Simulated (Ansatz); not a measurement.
The calculation's input:

```
crystal:
  periodic: [false, false, false]
  atoms:
    - {symbol: Si, position_ang: [-1.404444, 0.834167, -0.770443]}
    - {symbol: Ge, position_ang: [0.070087, -0.957793, -0.224600]}
    - {symbol: Ga, position_ang: [1.834712, -0.178917, 1.266651]}
    - {symbol: H, position_ang: [-2.487889, 0.387060, -1.685609]}
    - {symbol: H, position_ang: [-0.645233, 1.930797, -1.429822]}
    - {symbol: H, position_ang: [-2.021260, 1.375544, 0.470637]}
    - {symbol: H, position_ang: [0.636426, -1.514439, -1.546609]}
    - {symbol: H, position_ang: [-0.775118, -2.075909, 0.418788]}
    - {symbol: H, position_ang: [1.626040, -0.211023, 2.823941]}
    - {symbol: H, position_ang: [3.166690, 0.410511, 0.677055]}
basis:
  gaussian: {orbitals: def2-TZVPP}
hamiltonian: {xc: pbe0, dispersion: d4}
output: {orbitals: {seedname: orbitals}}
```

Run with:

```sh
ansatz run in.yaml --threads 2 --pin off --events-out ev --progress --plain --max-ram 31744MiB --backend cpu
```

Geometry: PBE0-D4/def2-TZVP.

These are results of Ansatz 0.2.0, RKS PBE0-D4/def2-TZVPP, not measurements.

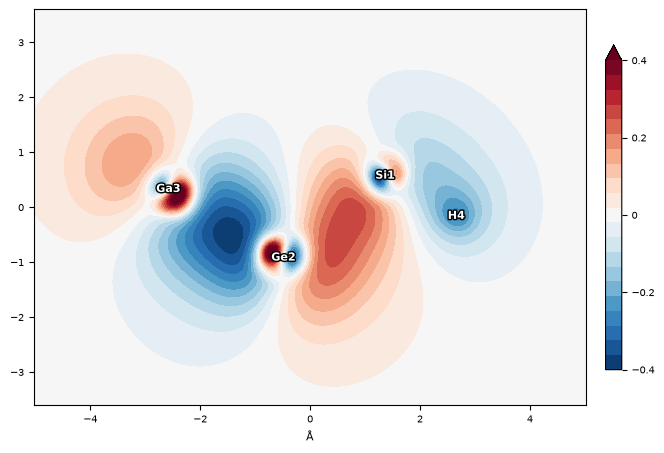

GaGeH₇Si (SMILES [SiH3][GeH2][GaH2]). One frontier orbital on the plane of atoms Ge2, Si1 and H4 (values in Å⁻³ᐟ²; the overall sign is arbitrary).

Which orbital is it: HOMO or LUMO?

Answer. The HOMO, at −7.42 eV. Its weight (Hirshfeld) is mainly on Ge2 (about 35 %), Ga3 (about 30 %), Si1 (about 15 %), H9 (about 5 %) and H10 (about 5 %).
